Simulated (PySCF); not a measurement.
## Electronic structure of InS (doublet) in real space

```xyz
2

In    0.0000    0.0000   -0.4957
S     0.0000    0.0000    1.7813
```

Theory: PBE0/x2c-TZVPPall, spin-free X2C-1e, Gaussian nucleus, at a bond length of 2.277 Å in PySCF 2.14.0.

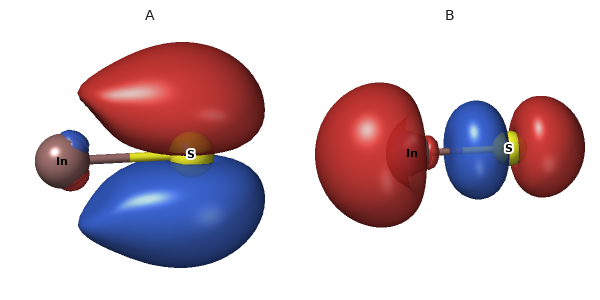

Figure 1. Two frontier α-spin orbitals, each drawn at the value that holds 80 % of its norm (red and blue are the two phases), in no order; of a degenerate pair one member is drawn.

Question: Name the orbitals and rank them from lowest to highest energy.

Answer: Orbital B: σ, occupied in this spin, −7.22 eV; shared between the atoms (In 60 %, S 40 %).
Orbital A: π, occupied in this spin, −6.89 eV; mainly on S (85 %).

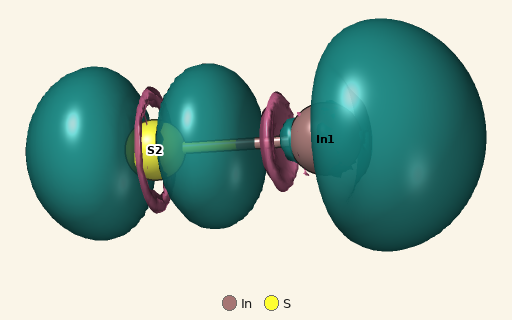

Figure 2. Isosurfaces of the spin density (α minus β) at +0.015 (teal) and −0.015 e/Å³ (pink), seen from one side.

Question: Describe the spin distribution.

Answer: The unpaired spin (1 electron) lies mostly on In1 (about 0.5) and S2 (about 0.5), in electrons by Hirshfeld's partition.

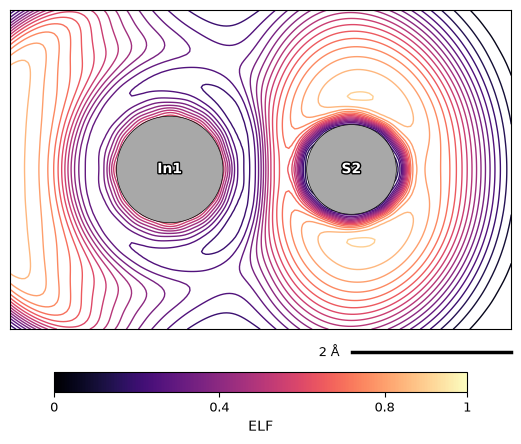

Figure 3. ELF on a plane that holds the molecular axis. Grey discs cover the atomic cores.

Question: Interpret the plot.

Answer: Atoms in the plane: In and S.
In–S (2.28 Å): the ELF peaks at about 0.65 in the valence shell of S, 0.9 Å from its nucleus, and drops to about 0.20 between the two atoms.
The ELF also peaks beside S2, away from the bonds: non-bonding electrons, paired or unpaired.

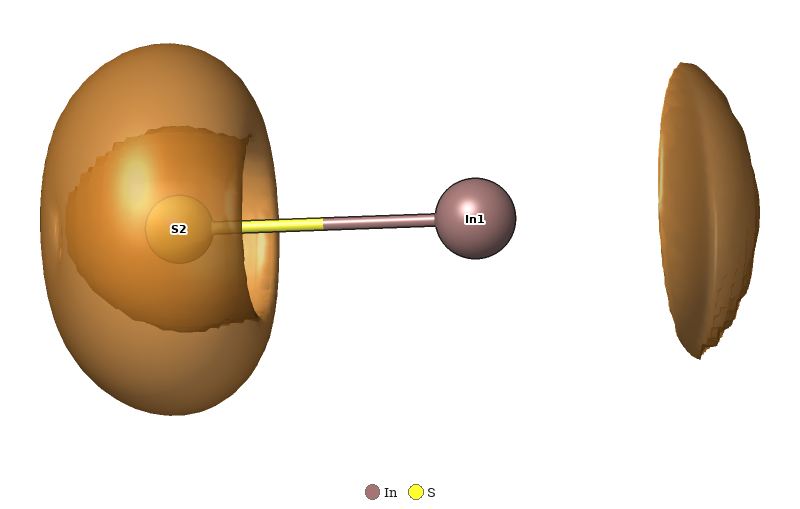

Figure 4. Isosurface of the electron localisation function at 0.8 (orange), seen from one side. Only the valence region is drawn (cores and ρ < 0.01 e/Å³ removed).

Question: What do the ELF domains correspond to?

Answer: The surface consists of one lobe on In, pointing away from the bonds (non-bonding electrons) and one region wrapped around S (its valence shell).
